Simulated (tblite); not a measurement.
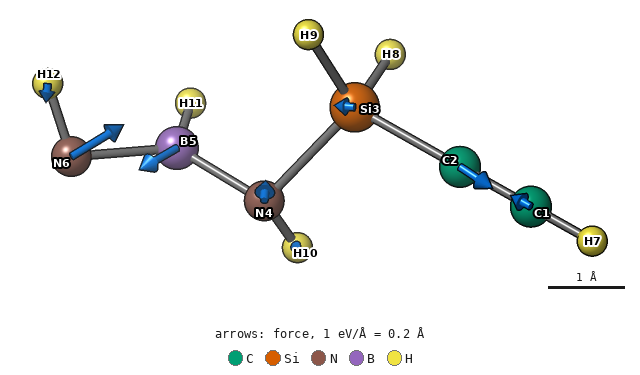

Starting geometry of C₂H₆BN₂Si (multiplicity 2) with the computed forces as blue arrows. The picture is a ball-and-stick view, seen at a tilt.

These are results of GFN2-xTB geometry optimisation, gas phase in tblite 0.8.0, not measurements. 

> What follows when this structure is relaxed?

It isn't relaxed: the largest force vector, on N6, is 4.36 eV/Å. The final displacements follow the starting forces only in part (cosine between the two patterns 0.31). After 139 geometry steps the energy has fallen by 139.2 kJ/mol. The atom that moves furthest after the best rigid fit is H11 (1.88 Å). By element the largest moves are H 1.88 Å, N 1.25 Å, C 0.36 Å, Si 0.36 Å, B 0.22 Å. Among the contacts that change: B5–N6 1.517 → 1.334 Å, N4–B5 1.521 → 1.425 Å, Si3–N4 1.796 → 1.734 Å, C2–Si3 1.801 → 1.856 Å. Bond angles that change, for instance: B5–N6–H12 106.7° → 138.5°, Si3–N4–B5 108.1° → 126.1°, Si3–N4–H10 107.9° → 117.0°. Groups turn about B5–N6 by about 55°.
